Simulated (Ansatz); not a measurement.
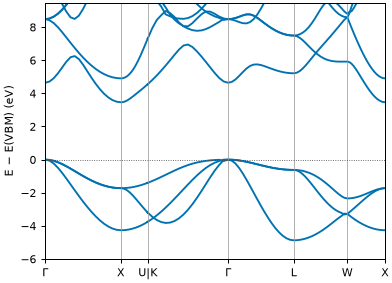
Fig. 1. Band structure from the program Ansatz at the r²SCAN level (PAW)

Task: Read off the gap and where the band edges lie.

Result: About 3.5 eV (3.46 eV by a search for the band edges); maximum at Γ, minimum at X.

The material is MgS (rock salt, Fm-3m).

The r²SCAN relaxation kept the symmetry of its start; phonons on a q-mesh show no instability.

Potentials: the later of the program's two PAW sets.
